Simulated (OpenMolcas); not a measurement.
Run report: Ni³⁺ complex, multiconfigurational calculation (part 2 of 2)

Continued. System: Ni³⁺ with 6 ligands (F; octahedron, 1.91 Å), neutralised by 6 outer point charges of +0.5 e, whose field is part of the energies. Method: state-averaged CASSCF, active space 7 electrons in the shell 3d, basis ANO-RCC-VTZP on the metal and ANO-RCC-VDZP on the ligands, DKH2 scalar Hamiltonian, spin-orbit coupling by RASSI with atomic mean-field integrals (OpenMolcas).

### The program's output (extracts), continued
```
--- RASSI ---
SPIN-FREE ENERGIES:
  (Shifted by EMIN (a.u.) =      -2117.2336106945)

 SF State       Relative EMIN(au)   Rel lowest level(eV)    D:o, cm**(-1)

     1             0.0000000000        0.0000000000              0.0000
     2             0.0000000000        0.0000000000              0.0000
     3             0.0000000000        0.0000000000              0.0000
     4             0.0371995545        1.0122514468           8164.3585
     5             0.0371995545        1.0122514468           8164.3585
     6             0.0371995545        1.0122514468           8164.3585
    11             0.0644856404        1.7547436688          14152.9622
    12             0.0644856404        1.7547436688          14152.9622
     7             0.0811271908        2.2075833227          17805.3603
    13             0.0977316268        2.6594130451          21449.6128
    14             0.0977316268        2.6594130451          21449.6128
    15             0.0977316268        2.6594130451          21449.6128
    16             0.0991546053        2.6981342630          21761.9204
    17             0.0991546053        2.6981342630          21761.9204
    18             0.0991546053        2.6981342630          21761.9204
    10             0.1217694937        3.3135167247          26725.3147
     9             0.1217694937        3.3135167247          26725.3147
     8             0.1217694937        3.3135167247          26725.3147
    19             0.1259567022        3.4274564734          27644.3008
    20             0.1259567022        3.4274564734          27644.3008
    21             0.1259567022        3.4274564734          27644.3008
    22             0.1313885744        3.5752652466          28836.4589
    23             0.1435833791        3.9071027862          31512.9092
    24             0.1435833791        3.9071027862          31512.9092
    25             0.1435833791        3.9071027862          31512.9092
    26             0.1534305895        4.1750590321          33674.1221
    27             0.1534305895        4.1750590321          33674.1221
    28             0.1534305895        4.1750590321          33674.1221
    29             0.1653391980        4.4991087788          36287.7595
    30             0.1653391980        4.4991087788          36287.7595
    31             0.1818384550        4.9480764322          39908.9279
    32             0.1818384550        4.9480764322          39908.9279
    33             0.1818384550        4.9480764322          39908.9279
    34             0.1860473782        5.0626070689          40832.6798
    35             0.1860473782        5.0626070689          40832.6798
    36             0.1860473782        5.0626070689          40832.6798
    37             0.1896398187        5.1603623540          41621.1293
    38             0.1896398187        5.1603623540          41621.1293
    39             0.2326572025        6.3309250012          51062.3538
    40             0.2326572025        6.3309250012          51062.3538
Eigenvalues of complex Hamiltonian:
   -----------------------------------
  (Shifted by EMIN (a.u.) =      -2117.2336106945)

 SO State       Relative EMIN(au)   Rel lowest level(eV)    D:o, cm**(-1)

     1            -0.0041739735        0.0000000000              0.0000
     2            -0.0041739735        0.0000000000              0.0000
     3            -0.0020162237        0.0587153623            473.5713
     4            -0.0020162237        0.0587153623            473.5713
     5            -0.0020162237        0.0587153621            473.5713
     6            -0.0020162237        0.0587153621            473.5713
     7             0.0015188311        0.1549091054           1249.4262
     8             0.0015188311        0.1549091054           1249.4262
     9             0.0015188311        0.1549091058           1249.4262
    10             0.0015188311        0.1549091058           1249.4262
    11             0.0021695705        0.1726166258           1392.2470
    12             0.0021695705        0.1726166258           1392.2470
    13             0.0363413937        1.1024793052           8892.0953
    14             0.0363413937        1.1024793052           8892.0953
    15             0.0366689998        1.1113939209           8963.9965
    16             0.0366689998        1.1113939209           8963.9965
    17             0.0366689998        1.1113939212           8963.9965
    18             0.0366689998        1.1113939212           8963.9965
    19             0.0372348587        1.1267917282           9088.1882
    20             0.0372348587        1.1267917282           9088.1882
    21             0.0372348587        1.1267917279           9088.1882
    22             0.0372348587        1.1267917279           9088.1882
    23             0.0384714634        1.1604414554           9359.5915
    24             0.0384714634        1.1604414554           9359.5915
    25             0.0642854053        1.8628746000          15025.0969
    26             0.0642854053        1.8628746000          15025.0969
    27             0.0642854053        1.8628745999          15025.0969
    28             0.0642854053        1.8628745999          15025.0969
    29             0.0811788070        2.3225674763          18732.7700
    30             0.0811788070        2.3225674763          18732.7700
    31             0.0811788070        2.3225674763          18732.7700
    32             0.0811788070        2.3225674763          18732.7700
    33             0.0959133507        2.7235148365          21966.6286
    34             0.0959133507        2.7235148365          21966.6286
    35             0.0959133507        2.7235148373          21966.6286
    36             0.0959133507        2.7235148373          21966.6286
    37             0.0994061698        2.8185592875          22733.2138
    38             0.0994061698        2.8185592875          22733.2138
    39             0.0994975463        2.8210457670          22753.2686
    40             0.0994975463        2.8210457670          22753.2686
    41             0.0994975463        2.8210457678          22753.2686
Weights of the five most important spin-orbit-free states for each spin-orbit state.

 SO State  Total energy (au)           Spin-free states, spin, and weights
 -------------------------------------------------------------------------------------------------------
    1        -0.004174       1 1.5  0.3322    2 1.5  0.3322    3 1.5  0.3322   22 0.5  0.0009    4 1.5  0.0007
    2        -0.004174       1 1.5  0.3322    2 1.5  0.3322    3 1.5  0.3322   22 0.5  0.0009    4 1.5  0.0007
    3        -0.002016       3 1.5  0.5399    2 1.5  0.3229    1 1.5  0.1279    6 1.5  0.0029    5 1.5  0.0025
    4        -0.002016       3 1.5  0.5298    2 1.5  0.3435    1 1.5  0.1174    6 1.5  0.0028    5 1.5  0.0025
    5        -0.002016       1 1.5  0.5312    2 1.5  0.3406    3 1.5  0.1190    4 1.5  0.0028    5 1.5  0.0025
    6        -0.002016       1 1.5  0.5445    2 1.5  0.3140    3 1.5  0.1322    4 1.5  0.0029    5 1.5  0.0025
    7         0.001519       3 1.5  0.5272    2 1.5  0.3329    1 1.5  0.1219    4 1.5  0.0073    5 1.5  0.0046
    8         0.001519       3 1.5  0.5274    2 1.5  0.3329    1 1.5  0.1218    4 1.5  0.0073    5 1.5  0.0046
    9         0.001519       1 1.5  0.5327    2 1.5  0.3222    3 1.5  0.1271    6 1.5  0.0072    5 1.5  0.0047
   10         0.001519       1 1.5  0.5330    2 1.5  0.3214    3 1.5  0.1277    6 1.5  0.0072    5 1.5  0.0047
   11         0.002170       1 1.5  0.3324    2 1.5  0.3324    3 1.5  0.3324    4 1.5  0.0008    5 1.5  0.0008
   12         0.002170       1 1.5  0.3324    2 1.5  0.3324    3 1.5  0.3324    4 1.5  0.0008    5 1.5  0.0008
```

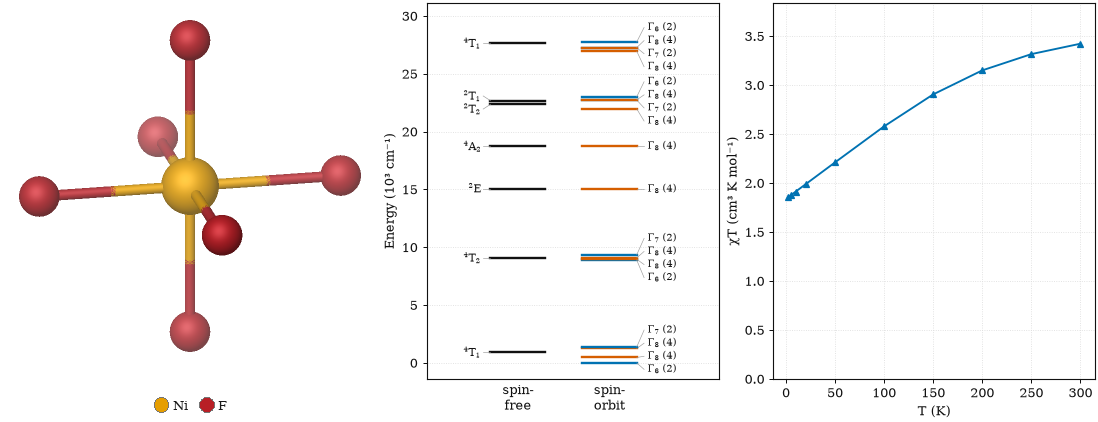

Ni³⁺ (3d⁷) with 6 ligands, F⁻, at 1.91 Å (arrangement: octahedron, Oh), neutralised by outer point charges of +0.5 e, and its levels and susceptibility. Labels give the representation in O, Td, D4 or D3 as the site allows (double group for half-integer spin) where it could be assigned and, in brackets, the degeneracy; spin-free states, where drawn, share the zero of the spin-orbit levels. Powder susceptibility by Van Vleck's formula. The ground level is Γ₆, a Kramers doublet, 100 % from states of spin multiplicity 4. Its principal g values are 4.43, 4.43 and 4.43, isotropic. The next level lies at 474 cm⁻¹ (Γ₈). The lowest spin-free state is ⁴T₁, from the free-ion F term; of the same spin there follow at 8,160 cm⁻¹ (⁴T₂), 17,800 cm⁻¹ (⁴A₂) and 26,700 cm⁻¹ (⁴T₁) above it. χT is 1.85 cm³ K mol⁻¹ at 2 K and 3.42 at 300 K, an effective moment of 5.23 μB. The active orbitals hold 91 to 98 % metal character (Löwdin), and the Mulliken charge of the metal is +1.98.

### The input
```
&GATEWAY
Coord
7

Ni 0.0 0.0 0.0
F 1.910000 0.000000 0.000000
F 0.000000 1.910000 0.000000
F -1.910000 0.000000 0.000000
F 0.000000 -1.910000 0.000000
F 0.000000 0.000000 1.910000
F 0.000000 0.000000 -1.910000
Basis=Ni.ANO-RCC-VTZP,F.ANO-RCC-VDZP
Group=XYZ
NoMove
AngMom=0.0 0.0 0.0
AMFI
RICD
XField
3 Angstrom 0
5.110000 0.000000 0.000000 0.500000
0.000000 5.110000 0.000000 0.500000
0.000000 0.000000 5.110000 0.500000
&SEWARD
&RASSCF
FileOrb=start.orb
Symmetry=1
Spin=4
nActEl=7 0 0
Inactive=18 21
Ras2=5 0
CIRoot=10 10 1
SDav=10
CIMx=300
Iter=150 100
PrWF=0.3
OrbListing=Nothing
MaxOrb=1
LevShft=1.0
>>> COPY $Project.JobIph JOB001
&RASSCF
FileOrb=start.orb
Symmetry=1
Spin=2
nActEl=7 0 0
Inactive=18 21
Ras2=5 0
CIRoot=40 40 1
SDav=40
CIMx=300
Iter=150 100
PrWF=0.3
OrbListing=Nothing
MaxOrb=0
LevShft=1.0
>>> COPY $Project.JobIph JOB002
&RASSI
NrOfJobIphs=2 10 40
1 2 3 4 5 6 7 8 9 10
1 2 3 4 5 6 7 8 9 10 11 12 13 14 15 16 17 18 19 20 21 22 23 24 25 26 27
28 29 30 31 32 33 34 35 36 37 38 39 40
IphNames
JOB001
JOB002
EJob
SpinOrbit
DIPRint=1.0
SOCoupling=1000.0
Subsets=2
Property=9
'ANGMOM' 1 'ANGMOM' 2 'ANGMOM' 3 'MLTPL  1' 1 'MLTPL  1' 2 'MLTPL  1' 3
'AMFI' 1 'AMFI' 2 'AMFI' 3
SOProperty=3
'ANGMOM' 1 'ANGMOM' 2 'ANGMOM' 3
```

The file start.orb holds starting orbitals from an earlier step. A driver script formed the levels outside the program, from RASSI's spin-orbit matrix and the active-space energies, averaged over the components of each term or state.

Launched with:
```bash
OMP_NUM_THREADS=1 MOLCAS_MEM=2457 MOLCAS_PROJECT=a pymolcas a.inp > a.log  # once for each step of the input, in one work folder
```

### Summary

- outcome: converged
- energy of the lowest spin-free term: −2117.23361 hartree
- energy of the lowest spin-orbit level: −2117.23778 hartree
- largest spread among components of a term: 0.0 cm⁻¹
- hardware: 1 thread of Intel Xeon @ 3.00GHz (Skylake/Cascade Lake), 64 GiB of memory available, shared host
- wall time: 30 s
- peak memory: 0.2 GiB

### Remarks

Without dynamic correlation the splittings between terms come out too large, often by 20 to 50 %. Limits: small active space favours high spin, ground spin may be wrong; distances are set from ionic radii, not optimised.
